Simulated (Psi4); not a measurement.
**Geometry relaxation, with input and output: CH₃OSi (part 2 of 3)**

The same run, continued: CH₃OSi, multiplicity 2; MP2/6-31G**, UHF (Psi4 1.11). The geometry comes from this level: GFN2-xTB.

Geometry of the input (Å):
```
O  -0.4055  -1.6738  0.9157
C  -0.2427  -0.9394  -0.0573
Si 0.2195  0.8441  0.0592
H  -0.3775  -1.3530  -1.0781
H  0.3823  1.6072  -1.1654
H  0.4239  1.5151  1.3260
```

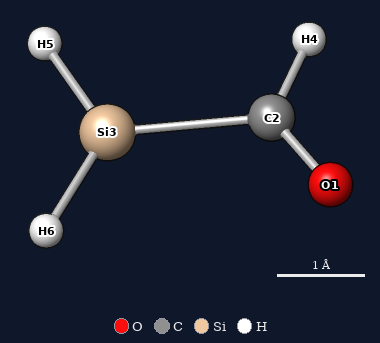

Figure 1. The geometry at step 12 of the log (ball-and-stick view, seen at a tilt; atoms are numbered from 1 in the order of the input).

Output, continued:
```
	Warning: cc_lambda option is changed to TRUE
	For this residual convergence, default PCG convergence is:     1.00e-07
	For this energy convergence, default residual convergence is:     3.16e-07

 ==============================================================================
 ==============================================================================
 ==============================================================================

                       DF-MP2

 ==============================================================================
 ==============================================================================
 ==============================================================================

	MO spaces...

	 FC   AOCC   BOCC  AVIR   BVIR   FV
	------------------------------------------
	  7     9     8    48     49     0
	Reading DF integrals from disk ...
	Number of basis functions in the DF-HF basis: 367
	Number of basis functions in the DF-CC basis: 230

	Minimum required memory for amplitudes:      4.27 MB

	Computing DF-MP2 energy using SCF MOs (Canonical DF-MP2)...
	=======================================================================
	Nuclear Repulsion Energy (a.u.)    :    88.34753118100063
	DF-HF Energy (a.u.)                :  -403.32550325506929
	REF Energy (a.u.)                  :  -403.32550325506929
	Alpha-Alpha Contribution (a.u.)    :    -0.04730415370412
	Alpha-Beta Contribution (a.u.)     :    -0.28842170624272
	Beta-Beta Contribution (a.u.)      :    -0.04388144670151
	Scaled_SS Correlation Energy (a.u.):    -0.03039520013521
	Scaled_OS Correlation Energy (a.u.):    -0.34610604749126
	DF-SCS-MP2 Total Energy (a.u.)     :  -403.70200450269579
	DF-SOS-MP2 Total Energy (a.u.)     :  -403.70045147318484
	DF-SCS(N)-MP2 Total Energy (a.u.)  :  -403.48598991178318
	DF-MP2 Correlation Energy (a.u.)   :    -0.37960730664835
	DF-MP2 Total Energy (a.u.)         :  -403.70511056171762
	=======================================================================

	Computing unrelaxed response density matrices...

	Forming independent-pairs...
	Number of alpha independent-pairs:768
	Number of beta independent-pairs :735
	Computing the generalized Fock matrix (GFM)...
	Computing the orbital gradient...
	Forming effective orbital gradient...
	Solving orbital Z-vector equations...

	            PCG Solver
	   ------------------------------
	Iter     RMS Z Vector        RMS Residual
	----    ---------------    ---------------
	  1         1.62e-03         2.48e-03
	  2         4.01e-03         2.15e-03
	  3         7.12e-03         1.86e-03
	  4         1.88e-03         8.83e-04
	  5         8.71e-04         2.86e-04
	  6         2.06e-04         1.23e-04
	  7         9.98e-05         6.21e-05
	  8         6.97e-05         3.37e-05
	  9         4.49e-05         1.93e-05
	 10         2.58e-05         1.28e-05
	 11         1.17e-05         5.22e-06
	 12         3.89e-06         2.03e-06
	 13         1.46e-06         5.99e-07
	 14         3.52e-07         2.11e-07
	 15         1.35e-07         8.01e-08
	 16         4.77e-08         2.58e-08

	Computing the relaxed PDMs and GFM...

	total time  =          0 seconds =       0.00 minutes

	Forming Gamma^tilde...
	Backtransforming OPDM, TPDM, and GFM to the AO basis...

	total time  =          1 seconds =       0.02 minutes
    Molecular point group: c1
    Full point group: C1

    Geometry (in Bohr), charge = 0, multiplicity = 2:

       Center              X                  Y                   Z
    ------------   -----------------  -----------------  -----------------
         O           -1.425820825609    -2.432106136077     1.312834626928
         C           -0.531195006492    -1.468667600737    -0.519897115519
         SI           1.041279808983     1.874982720882    -0.428753613638
         H           -0.574315413054    -2.443481020994    -2.388147479839
         H           -0.064842730982     3.467314184610    -2.441203842894
         H            0.687195974870     3.013660682194     2.086113218414

  -Total gradient:
     Atom            X                  Y                   Z
    ------   -----------------  -----------------  -----------------
       1        0.000053160725     0.000071412158    -0.000107057247
       2       -0.000036734536    -0.000066520650     0.000101007810
       3       -0.000005656364     0.000003764497     0.000012644257
       4       -0.000010032872    -0.000001060947    -0.000003580601
       5       -0.000000026480    -0.000004637546    -0.000002306334
       6       -0.000000710473    -0.000002957512    -0.000000707883
```

Standard output:
```
Step[ FC]     Time          Energy          fmax
BFGSLineSearch:    0[  0] 20:18:41   -10985.024740       4.1838
BFGSLineSearch:    1[  2] 20:18:46   -10985.113907       0.7935
BFGSLineSearch:    2[  4] 20:18:50   -10985.130754       0.3746
BFGSLineSearch:    3[  6] 20:18:55   -10985.139330       0.2110
BFGSLineSearch:    4[  8] 20:18:59   -10985.140952       0.1240
BFGSLineSearch:    5[ 10] 20:19:04   -10985.141408       0.0409
BFGSLineSearch:    6[ 12] 20:19:08   -10985.141492       0.0372
BFGSLineSearch:    7[ 14] 20:19:13   -10985.141906       0.1996
BFGSLineSearch:    8[ 19] 20:19:24   -10985.166762       0.7671
BFGSLineSearch:    9[ 21] 20:19:29   -10985.167159       0.7968
BFGSLineSearch:   10[ 23] 20:19:34   -10985.217589       1.7815
BFGSLineSearch:   11[ 24] 20:19:36   -10985.303145       0.5997
BFGSLineSearch:   12[ 25] 20:19:38   -10985.337250       0.9150
BFGSLineSearch:   13[ 26] 20:19:41   -10985.361790       0.5762
BFGSLineSearch:   14[ 27] 20:19:43   -10985.366391       0.3522
BFGSLineSearch:   15[ 28] 20:19:45   -10985.368654       0.1297
BFGSLineSearch:   16[ 30] 20:19:50   -10985.372486       0.2446
BFGSLineSearch:   17[ 31] 20:19:52   -10985.373318       0.0373
BFGSLineSearch:   18[ 32] 20:19:55   -10985.373440       0.0156
BFGSLineSearch:   19[ 35] 20:20:02   -10985.373542       0.0604
BFGSLineSearch:   20[ 37] 20:20:07   -10985.374214       0.1693
BFGSLineSearch:   21[ 39] 20:20:12   -10985.374517       0.2735
BFGSLineSearch:   22[ 40] 20:20:14   -10985.374904       0.1552
BFGSLineSearch:   23[ 42] 20:20:19   -10985.375237       0.1756
BFGSLineSearch:   24[ 44] 20:20:23   -10985.375371       0.0292
BFGSLineSearch:   25[ 46] 20:20:28   -10985.375511       0.0502
BFGSLineSearch:   26[ 47] 20:20:30   -10985.375548       0.0528
BFGSLineSearch:   27[ 48] 20:20:32   -10985.375579       0.0199
BFGSLineSearch:   28[ 49] 20:20:35   -10985.375592       0.0231
BFGSLineSearch:   29[ 50] 20:20:37   -10985.375598       0.0278
BFGSLineSearch:   30[ 52] 20:20:42   -10985.375604       0.0072
converged: True
O     -0.677984    -1.464438     0.904544
C     -0.204569    -0.954608    -0.065296
Si     0.627549     0.814775    -0.017065
H     -0.227387    -1.470457    -1.053931
H      0.042214     1.657401    -1.082008
H      0.440176     1.417338     1.313745
```

Trajectory as extended XYZ (Å, eV, eV/Å), 53 frames, from step=0 to step=52:
```
6
Properties=species:S:1:pos:R:3:forces:R:3 step=0 energy=-10985.02483
O    -0.4055   -1.6738    0.9157    0.5132   2.2691  -2.6988
C    -0.2427   -0.9394   -0.0573   -0.7196  -3.0579   2.7633
Si    0.2195    0.8441    0.0592    0.1368   0.5142   0.0051
H    -0.3775   -1.3530   -1.0781    0.0297   0.1141  -0.0952
H     0.3823    1.6072   -1.1654    0.0231   0.1220  -0.2616
H     0.4239    1.5151    1.3260    0.0168   0.0385   0.2872
6
Properties=species:S:1:pos:R:3:forces:R:3 step=1 energy=-10972.93847
O    -0.3838   -1.5769    0.7947  -12.6843 -58.3830  85.1919
C    -0.2799   -1.0971    0.0828   12.5415  57.8954 -85.8090
Si    0.2232    0.8571    0.0675    0.0306   0.0865   0.1054
H    -0.3789   -1.3591   -1.0747   -0.1164  -0.4999   0.4556
H     0.3806    1.6014   -1.1699    0.0729   0.3281  -0.3349
H     0.4218    1.5053    1.3478    0.1556   0.5729   0.3911
6
Properties=species:S:1:pos:R:3:forces:R:3 step=2 energy=-10985.11400
O    -0.4031   -1.6631    0.9023   -0.0431  -0.2182   0.4200
C    -0.2468   -0.9568   -0.0418   -0.1844  -0.6468  -0.4211
Si    0.2199    0.8455    0.0601    0.1618   0.6082  -0.0084
H    -0.3777   -1.3537   -1.0778    0.0200   0.0701  -0.0180
H     0.3821    1.6065   -1.1659    0.0221   0.1209  -0.2745
H     0.4236    1.5140    1.3284    0.0236   0.0659   0.3020
6
Properties=species:S:1:pos:R:3:forces:R:3 step=3 energy=-10984.97797
O    -0.4079   -1.6844    0.9285   -0.1083  -0.3040  -0.9818
C    -0.2720   -1.0485   -0.0709    0.6824   2.3556   2.6467
Si    0.2336    0.8972    0.0578   -0.3812  -1.4955  -0.2331
H    -0.3787   -1.3575   -1.0816   -0.3280  -1.1231  -1.3842
H     0.3813    1.6078   -1.1961    0.0888   0.3904  -0.2508
H     0.4229    1.5093    1.3584    0.0463   0.1766   0.2031
6
Properties=species:S:1:pos:R:3:forces:R:3 step=4 energy=-10985.13084
O    -0.4042   -1.6682    0.9086   -0.0621  -0.2564   0.1235
C    -0.2529   -0.9789   -0.0488    0.0576   0.2151   0.2253
Si    0.2232    0.8580    0.0596    0.0017  -0.0122  -0.0663
H    -0.3779   -1.3546   -1.0787   -0.0645  -0.2246  -0.2928
H     0.3819    1.6068   -1.1732    0.0382   0.1860  -0.2710
H     0.4235    1.5129    1.3356    0.0291   0.0922   0.2812
6
Properties=species:S:1:pos:R:3:forces:R:3 step=5 energy=-10985.11116
O    -0.4103   -1.6921    0.9183    0.0138   0.0889  -0.1854
C    -0.2571   -0.9934   -0.0322   -0.0329  -0.0615  -0.8446
Si    0.2285    0.8774    0.0484    0.0140  -0.0088   0.2593
H    -0.3843   -1.3755   -1.1131    0.0766   0.2073   0.9628
H     0.3858    1.6284   -1.2145   -0.0234  -0.0942   0.2161
H     0.4264    1.5230    1.3703   -0.0480  -0.1318  -0.4081
6
Properties=species:S:1:pos:R:3:forces:R:3 step=6 energy=-10985.13942
O    -0.4064   -1.6766    0.9120   -0.0349  -0.1324   0.0094
C    -0.2543   -0.9839   -0.0431    0.0208   0.1029  -0.1830
Si    0.2250    0.8647    0.0557    0.0075  -0.0058   0.0507
H    -0.3801   -1.3619   -1.0907   -0.0093  -0.0559   0.1875
H     0.3833    1.6143   -1.1876    0.0157   0.0839  -0.0957
H     0.4245    1.5164    1.3477    0.0001   0.0072   0.0311
6
Properties=species:S:1:pos:R:3:forces:R:3 step=7 energy=-10985.13809
O    -0.4087   -1.6832    0.9044    0.0008   0.0074   0.0471
C    -0.2545   -0.9822   -0.0451   -0.0004  -0.0219   0.1663
Si    0.2264    0.8675    0.0605    0.0587   0.2089  -0.2524
H    -0.3820   -1.3695   -1.0763   -0.0137  -0.0298  -0.1830
H     0.3855    1.6275   -1.2019   -0.0301  -0.1280   0.2801
H     0.4250    1.5200    1.3576   -0.0154  -0.0366  -0.0581
6
Properties=species:S:1:pos:R:3:forces:R:3 step=8 energy=-10985.14104
O    -0.4074   -1.6794    0.9088   -0.0199  -0.0737   0.0256
C    -0.2544   -0.9832   -0.0439    0.0116   0.0492  -0.0377
Si    0.2256    0.8659    0.0577    0.0299   0.0881  -0.0820
H    -0.3809   -1.3651   -1.0846   -0.0108  -0.0435   0.0329
H     0.3842    1.6199   -1.1937   -0.0044  -0.0086   0.0681
H     0.4247    1.5179    1.3519   -0.0065  -0.0115  -0.0070
6
Properties=species:S:1:pos:R:3:forces:R:3 step=9 energy=-10985.14003
O    -0.4104   -1.6884    0.9078    0.0222   0.0886   0.0574
C    -0.2550   -0.9838   -0.0387   -0.0221  -0.0825  -0.0037
Si    0.2278    0.8717    0.0552   -0.0084  -0.1204   0.2186
H    -0.3838   -1.3754   -1.0729    0.0060   0.0348  -0.0782
H     0.3835    1.6204   -1.1876    0.0149   0.0973  -0.1054
H     0.4232    1.5148    1.3586   -0.0126  -0.0180  -0.0887
6
Properties=species:S:1:pos:R:3:forces:R:3 step=10 energy=-10985.14150
O    -0.4084   -1.6826    0.9084   -0.0049  -0.0160   0.0373
C    -0.2546   -0.9834   -0.0421   -0.0003   0.0028  -0.0257
Si    0.2264    0.8680    0.0568    0.0162   0.0138   0.0245
H    -0.3820   -1.3688   -1.0804   -0.0048  -0.0155  -0.0069
H     0.3840    1.6201   -1.1915    0.0025   0.0288   0.0069
H     0.4242    1.5168    1.3543   -0.0087  -0.0139  -0.0362
6
Properties=species:S:1:pos:R:3:forces:R:3 step=11 energy=-10985.14140
O    -0.4097   -1.6842    0.9080    0.0073   0.0376  -0.0058
C    -0.2555   -0.9843   -0.0424   -0.0123  -0.0396  -0.0127
Si    0.2276    0.8694    0.0573   -0.0025  -0.0778  -0.1042
H    -0.3836   -1.3726   -1.0811    0.0052   0.0203   0.0272
H     0.3835    1.6229   -1.1914   -0.0026   0.0191   0.0234
H     0.4224    1.5147    1.3503    0.0048   0.0405   0.0721
6
Properties=species:S:1:pos:R:3:forces:R:3 step=12 energy=-10985.14158
O    -0.4089   -1.6833    0.9083    0.0001   0.0058   0.0197
C    -0.2549   -0.9838   -0.0422   -0.0052  -0.0144  -0.0204
Si    0.2269    0.8686    0.0570    0.0086  -0.0234  -0.0275
H    -0.3826   -1.3703   -1.0807   -0.0007  -0.0009   0.0070
H     0.3838    1.6212   -1.1914    0.0004   0.0248   0.0137
H     0.4235    1.5159    1.3527   -0.0032   0.0081   0.0076
6
Properties=species:S:1:pos:R:3:forces:R:3 step=13 energy=-10985.14184
O    -0.4101   -1.6822    0.9103    0.0085   0.0500  -0.0461
C    -0.2563   -0.9845   -0.0422   -0.0103  -0.0338   0.0477
Si    0.2283    0.8681    0.0558    0.0231  -0.0245  -0.0158
H    -0.3843   -1.3722   -1.0796   -0.0035  -0.0092  -0.0002
H     0.3832    1.6272   -1.1890   -0.0078   0.0156   0.0050
H     0.4216    1.5165    1.3516   -0.0100   0.0018   0.0094
6
Properties=species:S:1:pos:R:3:forces:R:3 step=14 energy=-10985.14199
O    -0.4119   -1.6805    0.9136    0.0226   0.1228  -0.1557
C    -0.2586   -0.9858   -0.0422   -0.0192  -0.0661   0.1612
Si    0.2305    0.8674    0.0537    0.0470  -0.0251   0.0024
H    -0.3870   -1.3754   -1.0780   -0.0081  -0.0228  -0.0120
H     0.3823    1.6371   -1.1849   -0.0214  -0.0001  -0.0081
H     0.4185    1.5173    1.3498   -0.0210  -0.0087   0.0122
6
Properties=species:S:1:pos:R:3:forces:R:3 step=15 energy=-10985.14303
O    -0.4171   -1.6764    0.9176    0.0093   0.0963  -0.1152
C    -0.2649   -0.9871   -0.0417   -0.0101  -0.0120   0.1198
Si    0.2370    0.8654    0.0510    0.1114  -0.0331   0.0048
H    -0.3942   -1.3823   -1.0749   -0.0112  -0.0163  -0.0167
H     0.3764    1.6520   -1.1790   -0.0534  -0.0211  -0.0162
H     0.4091    1.5173    1.3482   -0.0461  -0.0138   0.0235
6
Properties=species:S:1:pos:R:3:forces:R:3 step=16 energy=-10985.15086
O    -0.4381   -1.6602    0.9335   -0.0334   0.0282  -0.0030
C    -0.2901   -0.9925   -0.0399    0.0118   0.1515  -0.0032
Si    0.2631    0.8572    0.0401    0.3617   0.0072  -0.0044
H    -0.4229   -1.4100   -1.0628   -0.0233   0.0093  -0.0279
H     0.3527    1.7115   -1.1555   -0.1781  -0.1418  -0.0029
H     0.3718    1.5171    1.3418   -0.1387  -0.0544   0.0413
6
Properties=species:S:1:pos:R:3:forces:R:3 step=17 energy=-10985.14259
O    -0.5119   -1.6028    0.9894   -0.1463   0.0872  -0.0732
C    -0.3787   -1.0114   -0.0336    0.2298   0.2696  -0.0407
Si    0.3546    0.8285    0.0017    0.4946   0.9714  -0.0918
H    -0.5240   -1.5076   -1.0203   -0.1074   0.1446   0.0301
H     0.2693    1.9210   -1.0727   -0.3015  -1.0346   0.3963
H     0.2402    1.5164    1.3191   -0.1692  -0.4381  -0.2209
6
Properties=species:S:1:pos:R:3:forces:R:3 step=18 energy=-10985.16628
O    -0.4737   -1.6325    0.9605   -0.0875   0.0140   0.0391
C    -0.3328   -1.0016   -0.0369    0.0631   0.2777  -0.0852
Si    0.3072    0.8434    0.0216    0.6240   0.3350  -0.0582
H    -0.4717   -1.4571   -1.0423   -0.0536   0.0609  -0.0187
H     0.3125    1.8125   -1.1156   -0.3201  -0.4901   0.1509
H     0.3083    1.5168    1.3308   -0.2259  -0.1974  -0.0279
6
Properties=species:S:1:pos:R:3:forces:R:3 step=19 energy=-10985.16685
O    -0.4801   -1.6275    0.9653   -0.0969   0.0209   0.0308
C    -0.3405   -1.0032   -0.0363    0.0815   0.2853  -0.0865
Si    0.3152    0.8409    0.0182    0.6350   0.4249  -0.0681
H    -0.4805   -1.4656   -1.0386   -0.0612   0.0725  -0.0133
H     0.3053    1.8307   -1.1084   -0.3305  -0.5712   0.1899
H     0.2969    1.5167    1.3289   -0.2280  -0.2324  -0.0528
6
Properties=species:S:1:pos:R:3:forces:R:3 step=20 energy=-10984.99646
O    -0.5612   -1.5667    1.0226   -0.2215   0.2913  -0.4559
C    -0.4349   -1.0210   -0.0305    0.5919   0.0520   0.2306
Si    0.4145    0.8100   -0.0208   -0.2567   1.8472   0.0344
H    -0.5895   -1.5651   -0.9952   -0.1872   0.3053   0.1379
H     0.2102    2.0382   -1.0236   -0.0379  -1.7175   0.6152
H     0.1538    1.5123    1.3068    0.1114  -0.7783  -0.5621
6
Properties=species:S:1:pos:R:3:forces:R:3 step=21 energy=-10985.16725
O    -0.4839   -1.6246    0.9680   -0.1021   0.0269   0.0225
C    -0.3450   -1.0041   -0.0361    0.0934   0.2860  -0.0838
Si    0.3199    0.8394    0.0164    0.6352   0.4757  -0.0716
H    -0.4856   -1.4703   -1.0366   -0.0657   0.0796  -0.0096
H     0.3008    1.8405   -1.1044   -0.3337  -0.6158   0.2109
H     0.2901    1.5165    1.3278   -0.2270  -0.2522  -0.0684
6
Properties=species:S:1:pos:R:3:forces:R:3 step=22 energy=-10985.18182
O    -0.4950   -1.6173    0.9708   -0.1429  -0.1185   0.2690
C    -0.3541   -1.0042   -0.0357    0.1354   0.4051  -0.3426
Si    0.3318    0.8356    0.0143    0.6152   0.4851  -0.0506
H    -0.4991   -1.4786   -1.0331   -0.0628   0.1152   0.0107
H     0.2850    1.8462   -1.0983   -0.3269  -0.6229   0.2076
H     0.2722    1.5106    1.3279   -0.2180  -0.2641  -0.0940
6
Properties=species:S:1:pos:R:3:forces:R:3 step=23 energy=-10985.21768
O    -0.5392   -1.5878    0.9820   -0.3421  -0.6988   1.3394
C    -0.3904   -1.0048   -0.0341    0.4312   0.8911  -1.4811
Si    0.3795    0.8202    0.0058    0.2912   0.6206   0.0597
H    -0.5533   -1.5119   -1.0194   -0.0591   0.2787   0.1089
H     0.2220    1.8688   -1.0741   -0.2222  -0.7272   0.2470
H     0.2004    1.4872    1.3284   -0.0990  -0.3644  -0.2741
6
Properties=species:S:1:pos:R:3:forces:R:3 step=24 energy=-10985.30323
O    -0.5915   -1.5459    0.9863   -0.2177  -0.2790   0.4007
C    -0.3998   -0.9914   -0.0475    0.1952   0.1382  -0.5367
Si    0.4208    0.7953    0.0092    0.0037   0.5677   0.1933
H    -0.6051   -1.5110   -1.0247    0.0404   0.3580   0.2208
H     0.1368    1.7883   -1.0767   -0.0764  -0.4434   0.1275
H     0.1303    1.4349    1.3339    0.0548  -0.3415  -0.4057
```
